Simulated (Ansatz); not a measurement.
BNH₆: several calculations on one system

Part 1: Relaxation

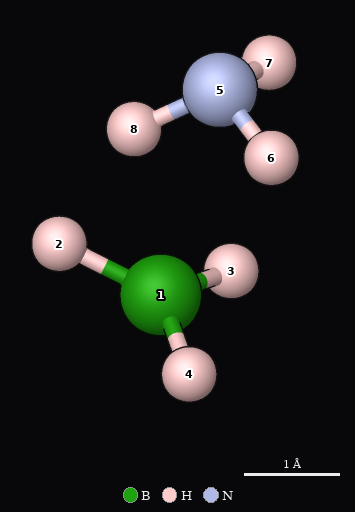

BNH$_{6}$, before the relaxation. Style: ball-and-stick. Shown from a free direction.

The run prepares an end point of a later path (reaction) calculation, from a guessed geometry.

These are results of RKS PBE0/def2-SVP in Ansatz, not measurements.

Input
```yaml
crystal:
  periodic: [false, false, false]
  atoms:
    - { symbol: B, position_ang: [0.026808, 0.245144, 0.022437] }
    - { symbol: H, position_ang: [-0.13949, 0.53272, 1.173805] }
    - { symbol: H, position_ang: [1.145381, 0.202146, -0.429853] }
    - { symbol: H, position_ang: [-0.929932, 0.061696, -0.690443] }
    - { symbol: "N", position_ang: [0.008039, -2.241752, 1.166728] }
    - { symbol: H, position_ang: [-0.536667, -2.441261, 0.327596] }
    - { symbol: H, position_ang: [0.994748, -2.223326, 0.907686] }
    - { symbol: H, position_ang: [-0.253087, -1.298969, 1.519444] }
basis:
  gaussian: { orbitals: def2-SVP }
hamiltonian:
  xc: pbe0
relax:
  f_tol: 0.03
  max_steps: 50
```

Run as
```bash
ansatz run input.yaml --threads 1 --pin off --max-ram 2048MiB --backend cpu --events-out ev --progress --plain --runs-dir out
```

Question: What does the optimiser find from here?

Answer: The atom that moves furthest after the best rigid fit is N5 (0.70 Å). Largest moves by element: N 0.70 Å, H 0.64 Å, B 0.41 Å. Some distances before and after: B1–N5 2.738 → 1.635 Å, B1–H2 1.198 → 1.224 Å, N5–H8 1.040 → 1.020 Å, B1–H3 1.207 → 1.224 Å. New bonds form, among them: B1–N5 (2.74 → 1.64 Å). Among the angles between lasting bonds that change: H3–B1–H4 120.5° → 113.1°, H2–B1–H3 119.8° → 113.1°. After 10 geometry steps the energy has fallen by 1.491 eV. The largest force component goes from 0.92 to 0.028 eV/Å. The forces were under the threshold at step 8, but the run went on from there.

Step by step:

```
step  E − E(0), eV  largest force component, eV/Å
   0        0.0000                         0.9205
   1       -0.0538                         1.6500
   2       -0.1564                         1.5664
   3       -0.3045                         0.9558
   4       -0.5660                         2.5148
   5       -0.9906                         1.7950
   6       -1.4031                         0.6596
   7       -1.4731                         0.1854
   8       -1.4902                         0.0170
   9       -1.4908                         0.0717
  10       -1.4911                         0.0285
```

Final geometry:

```xyz
8

B     0.0608   -0.1266    0.1814
H     0.2624    0.6157    1.1339
H     0.9794   -0.1294   -0.6278
H    -1.0352    0.0447   -0.3364
N     0.0189   -1.6370    0.8065
H    -0.1415   -2.3316    0.0765
H     0.8990   -1.8684    1.2680
H    -0.7279   -1.7311    1.4953
```

The end point in the same view:

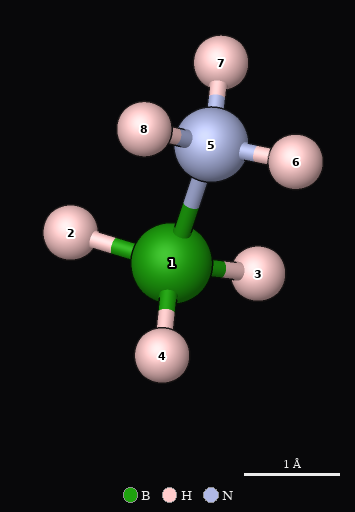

Part 2: Relaxation

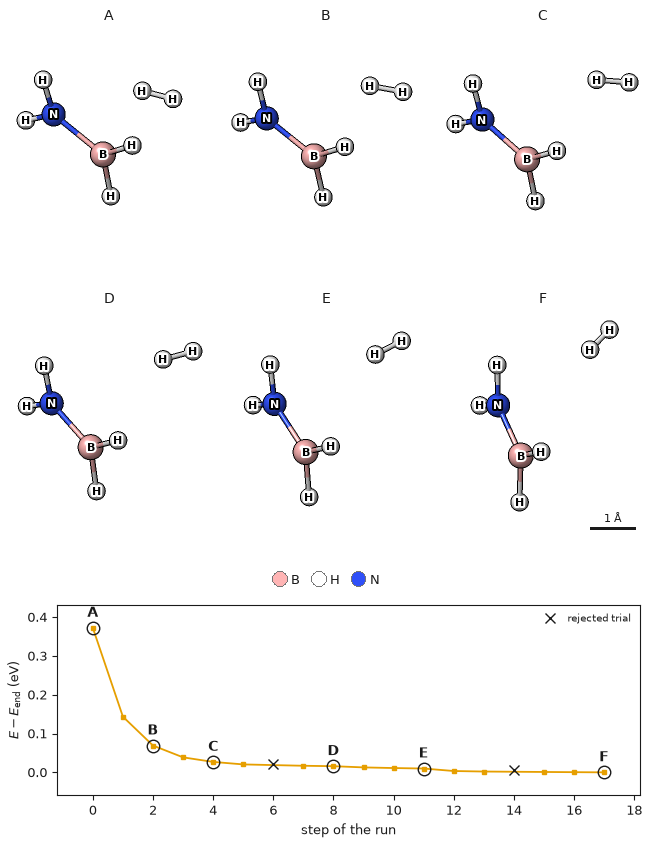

Frames of a relaxation of BNH₆, marked on the history of the run. Style: ball-and-stick. Shown at a tilt.

The run prepares an end point of a later path (reaction) calculation, from a guessed geometry.

Level of theory: RKS PBE0/def2-SVP (Ansatz). (no spin polarisation; force threshold 0.03 eV/Å; at most 50 steps)

What happens along the run?

Answer. The energy falls by 0.372 eV in 15 accepted moves (17 points after the start). The largest force component goes from 2.5 to 0.028 eV/Å. The line search rejected the trial steps at points 6, 14 of the run. The forces were under the threshold at step 7, but the run went on from there. The largest move after the best rigid fit is that of an H atom, 1.43 Å. By element the largest moves are H 1.43 Å, B 0.67 Å, N 0.30 Å. Some distances before and after: B–N 1.464 → 1.390 Å, H–H 0.720 → 0.762 Å, B–H 1.207 → 1.211 Å. From step 0 to 2: an H atom moves most (0.39 Å), energy −0.303 eV. From step 2 to 4: an H atom moves most (0.35 Å), energy −0.042 eV. From step 4 to 8: an H atom moves most (0.35 Å), energy −0.011 eV. From step 8 to 11: an H atom moves most (0.26 Å), energy −0.006 eV. From step 11 to 17: an H atom moves most (0.30 Å), energy −0.010 eV.

```
step  E − E(0), eV  largest force component, eV/Å      note
   0        0.0000                         2.5209          
   1       -0.2288                         1.1370          
   2       -0.3031                         0.3355          
   3       -0.3335                         0.1958          
   4       -0.3453                         0.1342          
   5       -0.3517                         0.0705          
   6       -0.3505                         0.4124  rejected
   7       -0.3552                         0.0275          
   8       -0.3563                         0.2437          
   9       -0.3594                         0.1077          
  10       -0.3611                         0.3624          
  11       -0.3623                         0.3862          
  12       -0.3687                         0.0174          
  13       -0.3701                         0.0289          
  14       -0.3664                         0.3761  rejected
  15       -0.3712                         0.1004          
  16       -0.3717                         0.0725          
  17       -0.3722                         0.0284
```

Part 3: Path

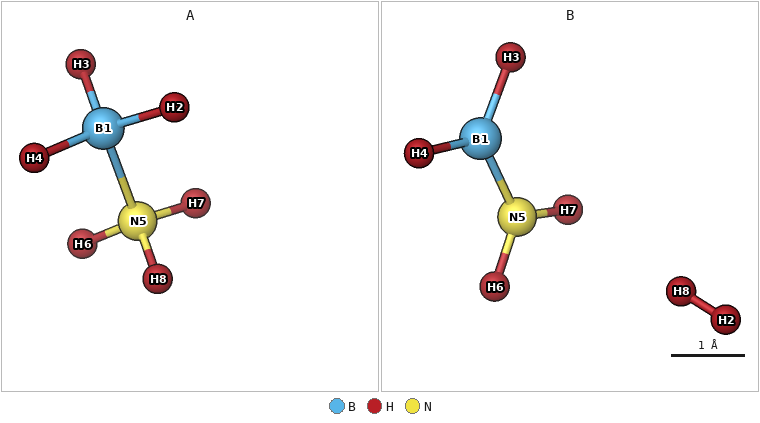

The two relaxed end points of a path for BNH6. A ball-and-stick model, seen from a free direction.

All numbers below come from Ansatz, RKS PBE0/def2-SVP.

Set-up: 9 movable images; climbing image; force threshold 0.05 eV/Å; iteration limit 60.

Start:
```xyz
8

B     0.0414   -0.1340    0.1633
H     0.2526    0.6335    1.0935
H     0.9414   -0.1418   -0.6665
H    -1.0686    0.0082   -0.3331
N     0.0376   -1.6298    0.8240
H    -0.1282   -2.3437    0.1141
H     0.9315   -1.8367    1.2704
H    -0.6919   -1.7191    1.5317
```

End:
```xyz
8

B     0.1574   -0.6096   -0.8213
H    -0.4714   -0.2193    3.3841
H     1.1604    0.0070   -1.1046
H    -0.8972   -0.3968   -1.3775
N     0.2187   -1.5876    0.1639
H    -0.5776   -2.1476    0.4414
H     1.0689   -1.8244    0.6597
H    -0.3433   -0.3852    2.6518
```

> What barrier does the band find between them, and by what path?

Forward barrier 155.5 kJ/mol, backward barrier 139.7 kJ/mol, with image 5 at the top; the reaction energy is +15.8 kJ/mol. Breaking: B1–H2 (1.22 → 1.38 at the top → 4.27 Å), N5–H8 (1.02 → 1.40 at the top → 2.82 Å). Forming: H2–H8 (2.57 → 0.99 at the top → 0.76 Å). The band converged in 21 iterations. The largest component of the band force went from 6.8 to 0.041 eV/Å. The climbing image converged on the top of the path. Its vibrational analysis gives one imaginary mode (1295i cm⁻¹), as a transition state must have.

Energies of the converged images:

| image | path (Å) | E (kJ/mol) |
| --- | --- | --- |
| 0 | 0.00 | 0.0 |
| 1 | 0.46 | 2.7 |
| 2 | 0.92 | 8.0 |
| 3 | 1.38 | 21.4 |
| 4 | 1.84 | 81.2 |
| 5 | 2.30 | 155.5 |
| 6 | 3.06 | 58.3 |
| 7 | 3.83 | 23.5 |
| 8 | 4.59 | 17.9 |
| 9 | 5.35 | 16.5 |
| 10 | 6.11 | 15.8 |

The geometry at the top of the path:

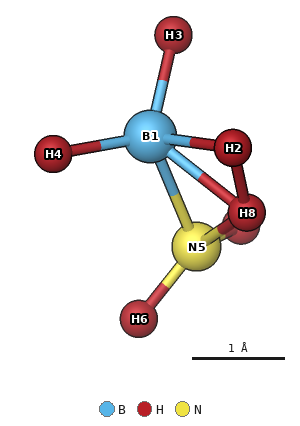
